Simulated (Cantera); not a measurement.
Input: 1 mol SiHCl₃, 2.4 mol NH₃, at 0.000310 bar.

Method: chemical equilibrium by Gibbs-energy minimisation in Cantera with the NASA 1993 tables (ideal gas, pure condensed phases). Candidate condensed phases: NH₄Cl, Si, Si₃N₄; 28 gas species. The tables' values for SiCl₃, SiCl are old estimates; treat these amounts as uncertain. The numbers say what is thermodynamically allowed, not how fast it happens.

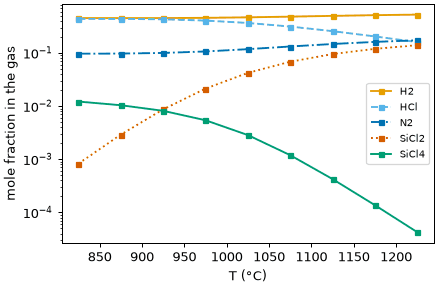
Equilibrium gas composition (values under 1e-9 drawn at 1e-9)

From 825 °C to 1225 °C the condensed part is Si₃N₄(s). The main Si-bearing gas is SiCl₄ at 825 °C and SiCl₂ at 1225 °C. The share of Si in condensed phases is highest at 825 °C (91.4 %) and lowest at 1225 °C (4.5 %).
